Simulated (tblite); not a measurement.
## Run report: C₃H₅NSi, geometry relaxation

C₃H₅NSi, computed with GFN2-xTB, R-SCC (tblite 0.8.0).

The geometry comes from this level: GFN2-xTB.

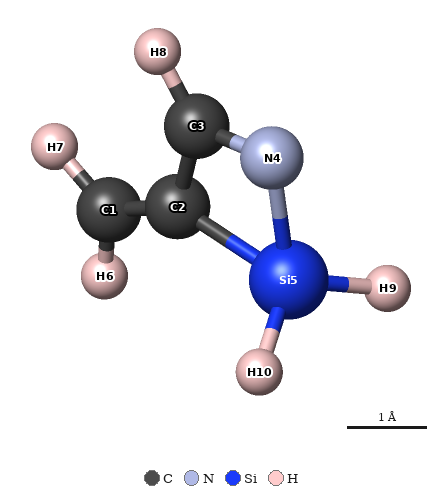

Figure 1. The input geometry (ball-and-stick view, seen at a tilt; atoms are numbered from 1 in the order of the input).

## Input file (calc.py)
```python
# GFN2-xTB geometry optimisation
import json
import numpy as np
from tblite.interface import Calculator
from tblite.interface import symbols_to_numbers
from scipy.optimize import minimize

symbols = list(map(str, np.loadtxt("start.xyz", skiprows=2, usecols=0, dtype=str, ndmin=1)))
numbers = np.array(symbols_to_numbers(symbols))
positions = np.loadtxt("start.xyz", skiprows=2, usecols=(1, 2, 3), ndmin=2) / 0.52917721

tb = Calculator("GFN2-xTB", numbers, positions, charge=0, uhf=0)
tb.set("verbosity", 0)
tb.set("accuracy", 0.01)
last, frames, energies, grads = [None], [], [], []

def fun(x):
    tb.update(x.reshape(-1, 3))
    last[0] = tb.singlepoint(last[0])
    return float(last[0].get('energy')), last[0].get('gradient').ravel()

def show(x):
    e, g = fun(x)
    frames.append(x.reshape(-1, 3).tolist())
    energies.append(e)
    grads.append(g.reshape(-1, 3).tolist())
    print(f"{len(energies) - 1:4d} {e:16.9f} {np.abs(g).max():12.3e} {np.linalg.norm(g):12.3e}")

print("step      energy/Eh       max grad     grad norm")
show(positions.ravel())
opt = minimize(fun, positions.ravel(), jac=True, method="BFGS", callback=show, options={"gtol": 3e-05, "maxiter": 500})
print("converged:", opt.success, "-", opt.message)
fun(opt.x)
result = last[0]
final = opt.x.reshape(-1, 3)
print("final geometry (angstrom)")
for s, p in zip(symbols, final * 0.529177210903):
    print(f"{s:<2} {p[0]:12.6f} {p[1]:12.6f} {p[2]:12.6f}")
print(f"Energy: {result.get('energy') * 2625.4996:.8f} kJ/mol")
eps = np.atleast_2d(result.get("orbital-energies")) * 27.211386
occ = np.atleast_2d(result.get("orbital-occupations"))
filled = occ.sum(axis=0) if eps.shape[0] == 1 else occ[0]
homo = np.nonzero(filled > 0.5)[0].max()
print("  MO   occupation   energy/eV")
for i in range(max(0, homo - 4), min(eps.shape[1], homo + 5)):
    print(f"{i + 1:4d} {filled[i]:10.4f} {eps[0, i]:12.4f}")
mu = result.get("dipole") * 2.541746
print(f"dipole: {np.linalg.norm(mu):.4f} D, components " + " ".join(f"{c:.4f}" for c in mu))
q = result.get("charges")
print("Charges:", " ".join(f"{s}{i + 1}={c:+.4f}" for i, (s, c) in enumerate(zip(symbols, q))))
out = {k: np.asarray(result.get(k)).tolist() for k in ("energy", "gradient", "charges", "dipole", "orbital-energies", "orbital-occupations")}
out.update(symbols=symbols, positions=(positions * 0.529177210903).tolist(), final=final.tolist(), frames=frames, step_energies=energies, grads=grads, success=bool(opt.success))
json.dump(out, open("results.json", "w"))
```

## File start.xyz
```
10

C     -0.894020     1.084760    -1.005560
C     -0.239210     0.203520    -0.264820
C     -0.307980    -1.251920    -0.234400
N      0.518060    -1.672590     0.658560
Si     1.068880    -0.025990     1.115290
H     -0.729540     2.145910    -0.908420
H     -1.623390     0.780590    -1.743790
H     -0.923020    -1.914960    -0.830150
H      0.681770     0.386020     2.455440
H      2.448460     0.264660     0.757860
```

Run on 1 thread of Arm Neoverse V2, 24 GiB of memory available, shared host.

Launched with:
```bash
python calc.py
```

## What the program printed
```
step      energy/Eh       max grad     grad norm
   0    -13.536308545    1.392e-04    3.792e-04
   1    -13.536308639    1.274e-04    2.305e-04
   2    -13.536308710    7.052e-05    1.711e-04
   3    -13.536308753    4.956e-05    1.213e-04
   4    -13.536308770    4.373e-05    9.353e-05
   5    -13.536308784    3.081e-05    7.949e-05
   6    -13.536308794    2.719e-05    6.749e-05
converged: True - Optimization terminated successfully.
final geometry (angstrom)
C     -0.893797     1.084730    -1.006058
C     -0.239440     0.203650    -0.264771
C     -0.308187    -1.251912    -0.234373
N      0.518227    -1.672372     0.658459
Si     1.069028    -0.026081     1.115415
H     -0.729354     2.145946    -0.907938
H     -1.623659     0.780487    -1.743919
H     -0.923052    -1.915175    -0.830103
H      0.681783     0.386041     2.455324
H      2.448460     0.264687     0.757973
Energy: -35539.57332330 kJ/mol
  MO   occupation   energy/eV
   9     2.0000     -12.0214
  10     2.0000     -11.8724
  11     2.0000     -11.1377
  12     2.0000     -10.6546
  13     2.0000      -9.8474
  14     0.0000      -7.5381
  15     0.0000      -5.7169
  16     0.0000      -5.5468
  17     0.0000      -4.5656
dipole: 2.1989 D, components -0.3409 2.1130 -0.5041
Charges: C1=-0.0753 C2=-0.1153 C3=+0.0821 N4=-0.3505 Si5=+0.5030 H6=+0.0347 H7=+0.0388 H8=+0.0248 H9=-0.0711 H10=-0.0711
```

## Trajectory as extended XYZ (Å, eV, eV/Å), 7 frames, from step=0 to step=6
```
10
Properties=species:S:1:pos:R:3:forces:R:3 step=0 energy=-368.34172
C    -0.8940    1.0848   -1.0056    0.0030  -0.0058  -0.0044
C    -0.2392    0.2035   -0.2648   -0.0038   0.0072  -0.0019
C    -0.3080   -1.2519   -0.2344   -0.0062  -0.0044  -0.0037
N     0.5181   -1.6726    0.6586    0.0043   0.0037   0.0022
Si    1.0689   -0.0260    1.1153    0.0048  -0.0014   0.0060
H    -0.7295    2.1459   -0.9084    0.0022   0.0042   0.0051
H    -1.6234    0.7806   -1.7438   -0.0032  -0.0017  -0.0012
H    -0.9230   -1.9150   -0.8302    0.0000  -0.0010   0.0001
H     0.6818    0.3860    2.4554    0.0007  -0.0006  -0.0034
H     2.4485    0.2647    0.7579   -0.0019  -0.0002   0.0010
10
Properties=species:S:1:pos:R:3:forces:R:3 step=1 energy=-368.34172
C    -0.8940    1.0847   -1.0056    0.0005   0.0017  -0.0066
C    -0.2392    0.2036   -0.2648   -0.0001  -0.0008   0.0023
C    -0.3080   -1.2520   -0.2344   -0.0007  -0.0006   0.0015
N     0.5181   -1.6725    0.6586    0.0008   0.0043  -0.0014
Si    1.0689   -0.0260    1.1154    0.0025  -0.0016   0.0030
H    -0.7295    2.1460   -0.9084    0.0016   0.0010   0.0043
H    -1.6234    0.7806   -1.7438   -0.0028  -0.0015  -0.0012
H    -0.9230   -1.9150   -0.8302   -0.0011  -0.0024  -0.0008
H     0.6818    0.3860    2.4554    0.0004  -0.0002  -0.0020
H     2.4484    0.2647    0.7579   -0.0009   0.0000   0.0009
10
Properties=species:S:1:pos:R:3:forces:R:3 step=2 energy=-368.34172
C    -0.8940    1.0847   -1.0057    0.0016   0.0028  -0.0036
C    -0.2393    0.2036   -0.2648   -0.0008  -0.0018   0.0013
C    -0.3081   -1.2520   -0.2344    0.0009   0.0025   0.0024
N     0.5181   -1.6725    0.6586    0.0001   0.0017  -0.0017
Si    1.0690   -0.0260    1.1154    0.0003  -0.0010  -0.0001
H    -0.7295    2.1460   -0.9083    0.0009  -0.0011   0.0031
H    -1.6235    0.7805   -1.7438   -0.0024  -0.0011  -0.0013
H    -0.9230   -1.9150   -0.8302   -0.0010  -0.0025  -0.0006
H     0.6818    0.3860    2.4554    0.0000   0.0003  -0.0003
H     2.4484    0.2647    0.7579    0.0003   0.0002   0.0007
10
Properties=species:S:1:pos:R:3:forces:R:3 step=3 energy=-368.34173
C    -0.8939    1.0847   -1.0059    0.0014   0.0015  -0.0015
C    -0.2393    0.2036   -0.2648   -0.0011  -0.0010   0.0004
C    -0.3081   -1.2520   -0.2344    0.0002   0.0026   0.0011
N     0.5182   -1.6724    0.6585    0.0001  -0.0007  -0.0012
Si    1.0691   -0.0261    1.1155   -0.0012  -0.0001  -0.0022
H    -0.7294    2.1460   -0.9082    0.0006  -0.0018   0.0019
H    -1.6236    0.7805   -1.7439   -0.0010  -0.0001  -0.0006
H    -0.9231   -1.9151   -0.8302    0.0000  -0.0012   0.0007
H     0.6818    0.3860    2.4553   -0.0003   0.0006   0.0010
H     2.4484    0.2647    0.7579    0.0012   0.0004   0.0005
10
Properties=species:S:1:pos:R:3:forces:R:3 step=4 energy=-368.34173
C    -0.8939    1.0847   -1.0059    0.0008   0.0000  -0.0007
C    -0.2394    0.2036   -0.2648   -0.0012   0.0000  -0.0001
C    -0.3081   -1.2520   -0.2344   -0.0003   0.0010   0.0003
N     0.5182   -1.6724    0.6585    0.0000  -0.0012  -0.0012
Si    1.0691   -0.0261    1.1155   -0.0014   0.0005  -0.0022
H    -0.7294    2.1460   -0.9081    0.0006  -0.0013   0.0014
H    -1.6236    0.7805   -1.7439    0.0000   0.0005  -0.0001
H    -0.9231   -1.9151   -0.8302    0.0006  -0.0003   0.0013
H     0.6818    0.3860    2.4553   -0.0003   0.0005   0.0009
H     2.4484    0.2647    0.7579    0.0012   0.0004   0.0004
10
Properties=species:S:1:pos:R:3:forces:R:3 step=5 energy=-368.34173
C    -0.8938    1.0847   -1.0060    0.0000  -0.0011   0.0000
C    -0.2394    0.2036   -0.2648   -0.0009   0.0005  -0.0003
C    -0.3082   -1.2519   -0.2344   -0.0008  -0.0007  -0.0005
N     0.5182   -1.6724    0.6585    0.0001  -0.0011  -0.0010
Si    1.0691   -0.0261    1.1155   -0.0009   0.0011  -0.0014
H    -0.7294    2.1460   -0.9080    0.0006  -0.0006   0.0008
H    -1.6236    0.7805   -1.7439    0.0007   0.0010   0.0002
H    -0.9231   -1.9151   -0.8301    0.0008   0.0003   0.0016
H     0.6818    0.3860    2.4553   -0.0001   0.0003   0.0003
H     2.4484    0.2647    0.7580    0.0007   0.0003   0.0005
10
Properties=species:S:1:pos:R:3:forces:R:3 step=6 energy=-368.34173
C    -0.8938    1.0847   -1.0061   -0.0005  -0.0011   0.0004
C    -0.2394    0.2036   -0.2648   -0.0006   0.0002  -0.0003
C    -0.3082   -1.2519   -0.2344   -0.0007  -0.0014  -0.0006
N     0.5182   -1.6724    0.6585    0.0002  -0.0004  -0.0007
Si    1.0690   -0.0261    1.1154   -0.0003   0.0012  -0.0004
H    -0.7294    2.1460   -0.9079    0.0006  -0.0001   0.0003
H    -1.6237    0.7805   -1.7439    0.0008   0.0011   0.0000
H    -0.9231   -1.9152   -0.8301    0.0003   0.0002   0.0012
H     0.6818    0.3860    2.4553    0.0000   0.0001  -0.0005
H     2.4485    0.2647    0.7580    0.0002   0.0002   0.0005
```

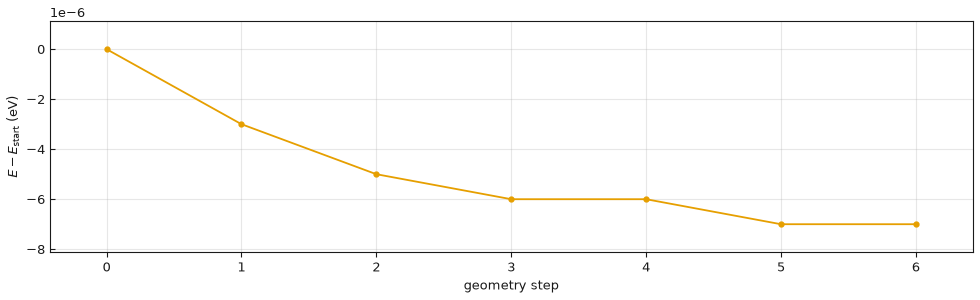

Figure 2. Progress of the relaxation, step by step (steps are counted from 0). Over 6 geometry steps the energy falls by next to nothing (0.0 eV). Largest force component: 0.0072 eV/Å at the start, 0.0014 eV/Å at the end. No atom moves by more than 0.005 Å after the best rigid fit.

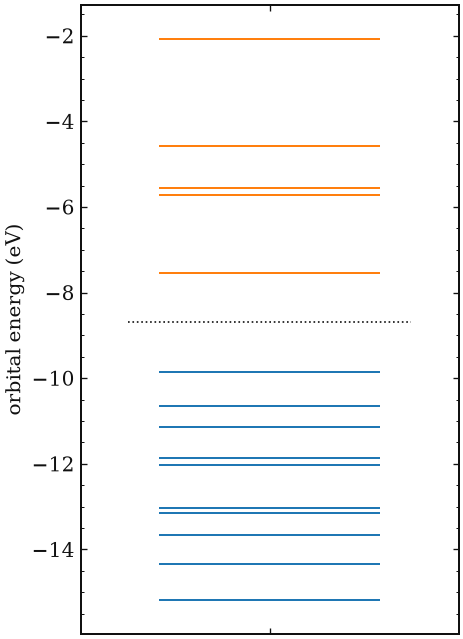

Figure 3. Orbital energies near the frontier; the dotted line parts filled from empty levels, and levels within 0.02 eV of each other stand side by side. Highest filled −9.85 eV, lowest empty −7.54 eV, 2.31 eV apart.

## Summary

| quantity | value |
| --- | --- |
| outcome | converged |
| total energy | −13.536309 hartree |
| basis functions | 30 |
| largest force | 0.002 eV/Å |
| HOMO | −9.85 eV |
| LUMO | −7.54 eV |
| dipole moment | 2.20 D |
| peak memory | 0.084 GiB |
